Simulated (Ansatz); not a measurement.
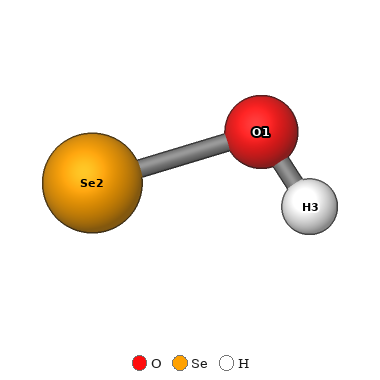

The system is HOSe, SMILES O[Se-], charge −1; the picture shows the reference structure. First axis: angle Se2–O1–H3. Second axis: change of the bonds O1–Se2, O1–H3, all alike. Nothing is relaxed (all other coordinates rigid). The scan uses a 15 × 15 grid. Points are written as (first, second). All energies are given in eV relative to the lowest grid point. Method: Ansatz, RHF/def2-TZVPD.

Its coordinates:

```yaml
atoms:
  - { symbol: O, position_ang: [-0.2812, -0.5071, -0.2058] }
  - { symbol: Se, position_ang: [1.1442, 0.3213, 0.6614] }
  - { symbol: H, position_ang: [-0.8629, 0.1859, -0.4557] }
```

Range: angle Se2–O1–H3 from 60.6 to 150.7°; change of the bonds O1–Se2, O1–H3, all alike from −0.154 to 0.238 Å.

### What landscape does the calculation give?

The lowest grid point is at (105.7°, 0.014 Å). No other kind of well shows on this grid. The highest grid point, (60.6°, −0.154 Å), lies 3.59 eV above the lowest. Round the minimum the two coordinates are weakly coupled (coupling 0.11 in units of the two stiffnesses).

| second ↓, first → | 60.6 | 67.1 | 73.5 | 79.9 | 86.4 | 92.8 | 99.2 | 105.7 | 112.1 | 118.5 | 124.9 | 131.4 | 137.8 | 144.2 | 150.7 |
| --- | --- | --- | --- | --- | --- | --- | --- | --- | --- | --- | --- | --- | --- | --- | --- |
| 0.238 | 1.98 | 1.82 | 1.68 | 1.57 | 1.48 | 1.42 | 1.40 | 1.41 | 1.45 | 1.53 | 1.64 | 1.77 | 1.92 | 2.08 | 2.24 |
| 0.210 | 1.81 | 1.62 | 1.46 | 1.33 | 1.23 | 1.17 | 1.14 | 1.15 | 1.20 | 1.28 | 1.38 | 1.51 | 1.66 | 1.83 | 1.99 |
| 0.182 | 1.65 | 1.44 | 1.26 | 1.11 | 1.00 | 0.93 | 0.90 | 0.91 | 0.95 | 1.03 | 1.14 | 1.27 | 1.42 | 1.59 | 1.76 |
| 0.154 | 1.52 | 1.27 | 1.07 | 0.91 | 0.80 | 0.72 | 0.68 | 0.69 | 0.73 | 0.80 | 0.91 | 1.05 | 1.20 | 1.36 | 1.53 |
| 0.126 | 1.42 | 1.14 | 0.92 | 0.74 | 0.61 | 0.52 | 0.48 | 0.48 | 0.52 | 0.60 | 0.71 | 0.84 | 0.99 | 1.16 | 1.33 |
| 0.098 | 1.35 | 1.03 | 0.79 | 0.59 | 0.45 | 0.36 | 0.31 | 0.31 | 0.34 | 0.42 | 0.52 | 0.66 | 0.81 | 0.98 | 1.14 |
| 0.070 | 1.31 | 0.97 | 0.70 | 0.49 | 0.33 | 0.23 | 0.17 | 0.16 | 0.20 | 0.27 | 0.37 | 0.51 | 0.66 | 0.82 | 0.99 |
| 0.042 | 1.33 | 0.95 | 0.65 | 0.42 | 0.25 | 0.13 | 0.07 | 0.06 | 0.09 | 0.16 | 0.26 | 0.39 | 0.54 | 0.71 | 0.87 |
| 0.014 | 1.39 | 0.98 | 0.65 | 0.40 | 0.22 | 0.09 | 0.02 | 0.00 | 0.03 | 0.09 | 0.19 | 0.32 | 0.47 | 0.64 | 0.80 |
| −0.014 | 1.52 | 1.07 | 0.72 | 0.45 | 0.25 | 0.11 | 0.03 | 0.00 | 0.02 | 0.08 | 0.18 | 0.31 | 0.46 | 0.62 | 0.78 |
| −0.042 | 1.73 | 1.24 | 0.86 | 0.56 | 0.35 | 0.20 | 0.11 | 0.07 | 0.08 | 0.14 | 0.24 | 0.36 | 0.51 | 0.67 | 0.83 |
| −0.070 | 2.02 | 1.49 | 1.08 | 0.77 | 0.53 | 0.37 | 0.26 | 0.22 | 0.23 | 0.28 | 0.37 | 0.49 | 0.64 | 0.79 | 0.95 |
| −0.098 | 2.41 | 1.85 | 1.41 | 1.07 | 0.81 | 0.63 | 0.52 | 0.47 | 0.47 | 0.52 | 0.60 | 0.72 | 0.86 | 1.01 | 1.17 |
| −0.126 | 2.93 | 2.33 | 1.86 | 1.49 | 1.22 | 1.02 | 0.90 | 0.83 | 0.82 | 0.87 | 0.95 | 1.06 | 1.20 | 1.34 | 1.49 |
| −0.154 | 3.59 | 2.95 | 2.44 | 2.05 | 1.76 | 1.55 | 1.41 | 1.34 | 1.32 | 1.35 | 1.43 | 1.53 | 1.67 | 1.81 | 1.96 |

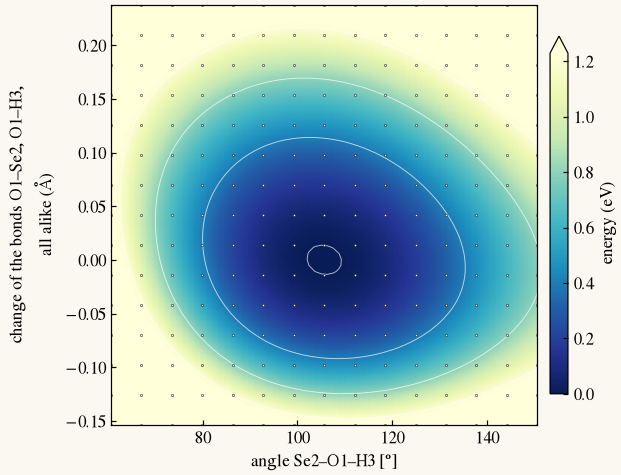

Drawn: a smooth colour map with a few white contour lines, dots at the grid points, one colour for all values above the top of the scale. Between grid points the surface is interpolated.

Time for the 225 points that were run: 5.4 min on 1 thread of Arm Neoverse V2, on a shared host.
